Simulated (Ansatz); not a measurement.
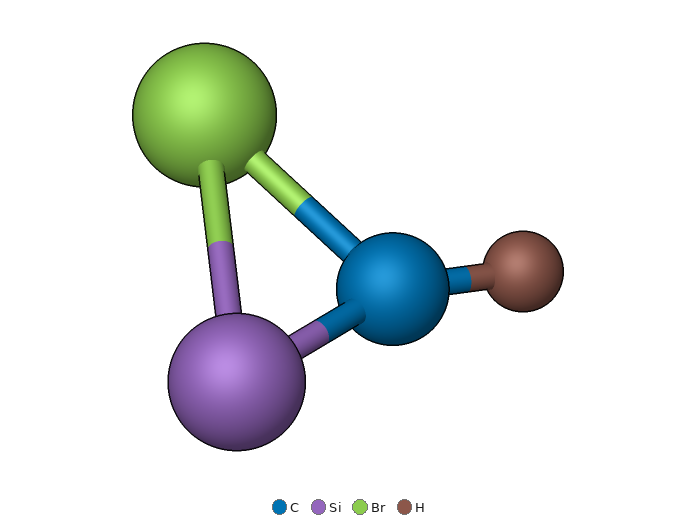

A ball-and-stick model of a molecule.

The geometry was computed by an optimisation with PBE0-D4/def2-TZVP. No frequency run is at hand to confirm it as a minimum.

What does the picture show?

Formula CHBrSi. This geometry has Cs symmetry. All atoms lie on one plane.

The parts below concern this one geometry. Atoms keep their numbers from picture to picture.

## Geometry

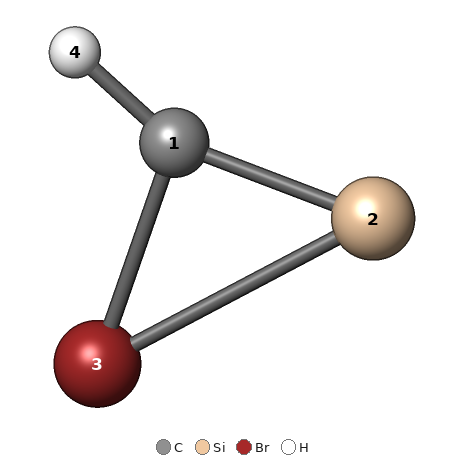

No frequency run is at hand to confirm it as a minimum.

Give the bond lengths.

```
   bond  length (Å)
 C1–Si2       1.705
 C1–Br3       1.982
  C1–H4       1.078
Si2–Br3       2.601
```

## Dipole moment

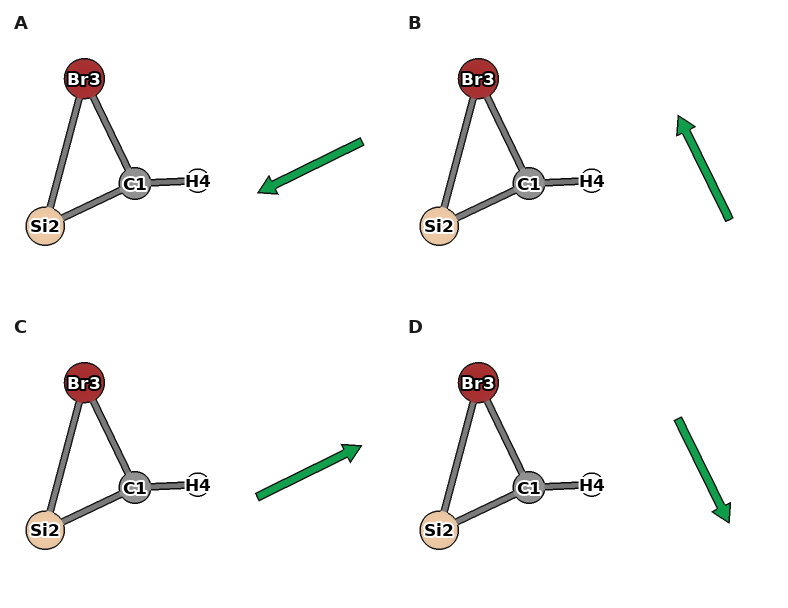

The same molecule four times, each with an arrow. No frequency run is at hand to confirm it as a minimum. Properties computed with RKS PBE0-D4/def2-TZVP (Ansatz 0.2.0).

Question: Which arrow points along the dipole moment, from the negative to the positive end?

Answer: D. The dipole moment is 0.73 D; it points from the side of Br3 to the side of H4 (the outermost atoms at the two ends).

## Electronic properties

No frequency run is at hand to confirm it as a minimum. Method: RKS PBE0-D4/def2-TZVPP (Ansatz 0.2.0).

Question: Give the HOMO–LUMO gap at this level.

Answer: 4.23 eV.

Question: What is the HOMO energy (Kohn–Sham orbital)?

Answer: −6.27 eV.

## Charges

The questions are on Mulliken charges. No frequency run is at hand to confirm it as a minimum. Properties computed with RKS PBE0-D4/def2-TZVP (Ansatz 0.2.0).

Question: Which atom carries the highest charge (most positive or least negative)?

Answer: H4 (0.18 e).

Question: And the lowest?

Answer: C1 (−0.29 e).

Give the Mulliken charges atom by atom.

| atom | value (e) |
| --- | --- |
| C1 | −0.29 |
| Si2 | 0.15 |
| Br3 | −0.04 |
| H4 | 0.18 |

Mulliken values depend strongly on the basis set and can even reverse the polarity of a bond.
